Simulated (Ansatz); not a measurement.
# RPA@PBE0/def2-TZVPPD run of NH2 (SMILES [NH2])

Aim: the vertical ionisation energy of NH2 at RPA@PBE0/def2-TZVPPD, from 2 runs. 

The results are computed with Ansatz 0.2.0.

34 further runs of the same task are left out: 34 set aside as unsound or not needed.

### 1 The structure to begin with

The species is NH2 (3 atoms), meant as a doublet with charge 0. SMILES: `[NH2]`. The shape is that of a PBE0-D4/def2-TZVP optimisation.

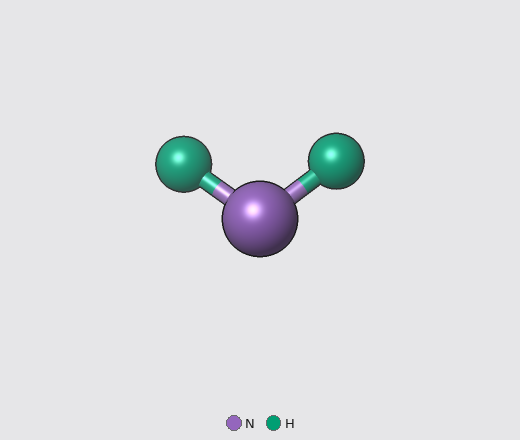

The structure, seen from a chosen angle (nitrogen purple, hydrogen teal).

### 2 A single-point energy at RPA@PBE0/def2-TZVPPD

input.yaml reads:

```yaml
crystal:
  periodic: [false, false, false]
  atoms:
    - {symbol: N, position_ang: [0.337090, -0.200010, 0.166180]}
    - {symbol: H, position_ang: [0.130750, 0.805920, 0.159430]}
    - {symbol: H, position_ang: [-0.467840, -0.605900, -0.325600]}
basis:
  gaussian: {orbitals: def2-TZVPPD.json}
accuracy: high
correlation: {method: rpa, frozen_orbitals: {H: 0, "N": 1}}
hamiltonian: {xc: {name: PBE0}}
magnetization: {spin_polarized: true, initial_magnetization: 1}
```

The basis set def2-TZVPPD is read from a file made from the Basis Set Exchange's data (not shown).

On the command line:

```console
$ ansatz run input.yaml --threads 1 --pin off --max-ram 3480MiB --events-out events.jsonl --progress --plain --runs-dir runs
```

Log:

```text
Warning: RAYON_NUM_THREADS=1 ignored (pool sized by the plan → 1); use --threads N
Functional definition: PBE0
  name "PBE0"
  parameter a = 0.25
  parameter kappa = 0.804
  parameter beta = 0.06672455060314922
  exchange = (1 - a)*pbe_x(kappa = kappa, mu = beta*pi^2/3) + a*exact_x
  correlation = pbe_c(beta = beta)
1087 factors; integrals over basis functions are off by at most 3.7e-9 eV
mean field evaluation 1: about -1517.2142 eV, gradient 2.4e1 eV
mean field evaluation 2: about -1517.2147 eV, gradient 2.4e1 eV
mean field evaluation 4: about -1519.4164 eV, gradient 1.2e0 eV
mean field evaluation 8: about -1519.4231 eV, gradient 8.2e-3 eV
mean field evaluation 16: about -1519.4231 eV, gradient 6.3e-7 eV
mean field -1519.42311659 eV, -55.8377696327 hartree, gradient 7.9e-9 eV, S^2 0.753798; 0 other end points of the search recorded, 0 dependent functions left out
1 core orbitals not correlated: weight in the atoms' cores, before any rotation towards them, 1.000 or more for the frozen orbitals, at most 0.000 for the correlated occupied ones
reference -1512.55187179 eV, -55.5852560439 hartree; 4, 3 occupied and 66, 67 virtual orbitals, 1087 factors
Total energy: -1520.68911401 eV, -55.8842941798 hartree
```

Wall time 2.3 s (1 thread of Intel Xeon Platinum 8375C at 2.90GHz (Ice Lake), shared host); peak memory 0.18 GiB.

### 3 The singlet cation at the same level

job.yaml reads:

```yaml
crystal:
  periodic: [false, false, false]
  atoms:
    - {symbol: N, position_ang: [0.337090, -0.200010, 0.166180]}
    - {symbol: H, position_ang: [0.130750, 0.805920, 0.159430]}
    - {symbol: H, position_ang: [-0.467840, -0.605900, -0.325600]}
basis:
  gaussian:
    orbitals: def2-TZVPPD.json
accuracy: high
total_charge: 1
correlation:
  method: rpa
  frozen_orbitals: {H: 0, "N": 1}
hamiltonian:
  xc: pbe0
```

The basis set def2-TZVPPD is read from a file made from the Basis Set Exchange's data (not shown).

On the command line:

```console
$ ansatz run job.yaml --threads 1 --pin off --max-ram 3480MiB --events-out events.jsonl --progress --plain --runs-dir runs
```

Log (excerpt; [...] marks lines left out):

```text
Warning: RAYON_NUM_THREADS=1 ignored (pool sized by the plan → 1); use --threads N
[... 2 set-up lines as earlier in the session ...]
[...]
1087 factors; integrals over basis functions are off by at most 3.7e-9 eV
[...]
mean field -1506.57588618 eV, -55.3656426232 hartree, gradient 1.2e-8 eV, S^2 0.000000; 0 other end points of the search recorded, 0 dependent functions left out; unrestricted orbitals would lower it
1 core orbitals not correlated: weight in the atoms' cores, before any rotation towards them, 1.000 or more for the frozen orbitals, at most 0.000 for the correlated occupied ones
reference -1500.76617109 eV, -55.1521395318 hartree; 3, 3 occupied and 67, 67 virtual orbitals, 1087 factors
Total energy: -1508.04026140 eV, -55.4194574201 hartree
```

Wall time 1.7 s (1 thread of Intel Xeon Platinum 8375C at 2.90GHz (Ice Lake), shared host); peak memory 0.19 GiB.

### 4 Summary of results

Level: RPA@PBE0/def2-TZVPPD, 1 core orbital frozen.

```
                                          quantity         value
                         doublet NH2: total energy  -55.88429 Eh
     doublet NH2: RPA correlation energy (valence)    -299.0 mEh
    doublet NH2: ⟨S²⟩ of the reference determinant         0.754
                      singlet cation: total energy  -55.41946 Eh
  singlet cation: RPA correlation energy (valence)    -267.3 mEh
vertical ionisation energy (to the singlet cation)     12.649 eV
```

The vertical ionisation energy comes to 12.65 eV (292 kcal/mol). Only the singlet of the ionised species was computed; a triplet could lie lower. The restricted solution (singlet cation) is unstable to spin breaking: an unrestricted one lies lower.
